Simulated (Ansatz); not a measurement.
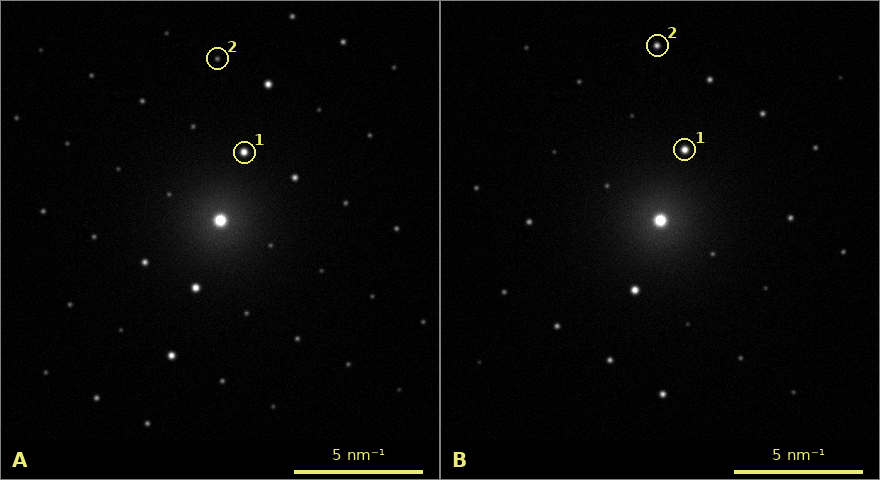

Kinematic electron diffraction patterns (200 kV, B = 0.5 Å², same scale) along [111] of the run's own cell, for the start and the end of one relaxation of Sb4As2Pb with DFT, PAW plane waves, r2scan (Ansatz 0.2.0). k mesh 6×6×6. The start is a generated model structure, and the relaxation ends in the nearest stationary point of its symmetry, not necessarily the ground state. Spot 1 is 0 -1 1 and spot 2 is 1 -2 1 in both.

Start structure:

```
Pb As Sb
1.0
     2.74940    4.76211    0.00000
    -2.74940    4.76211    0.00000
    -2.74940    1.58737    8.80878
Pb As Sb
1 2 4
Direct
  0.00000 0.00000 0.00000
  0.08893 0.82214 0.26679
  0.91107 0.17786 0.73321
  0.38790 0.22420 0.16370
  0.61210 0.77580 0.83630
  0.20832 0.58336 0.62496
  0.79168 0.41664 0.37504
```

### Which pattern belongs to the start structure, and which to the relaxed one?

A is the start: its cell gives d(1) = 3.538 Å, d(2) = 1.581 Å and an angle of 20.5°. B is the relaxed structure, with d(1) = 3.422 Å (-3.3 %), d(2) = 1.461 Å (-7.5 %) and 20.6°.

### Name reflections whose intensity changes strongly on relaxation.

1 1 -2 fades out of sight; 1 2 -3 goes from 0.8 to 12 % of the strongest spot; 1 -2 1 goes from 4.4 to 33 % of the strongest spot; 0 2 -2 goes from 68 to 16 % of the strongest spot.

### Summarise the relaxation behind the change.

The volume changed by -13.1 % to 28.63 Å³ an atom; with the mean shift removed, the atoms moved by up to 1.15 Å relative to the cell (As most); the space group stayed R-3m (No. 166); the free energy fell by 560 meV an atom. Relaxed cell: a = 4.869 Å, b = 4.869 Å, c = 10.156 Å, α = 76.13°, β = 90.00°, γ = 60.00°.
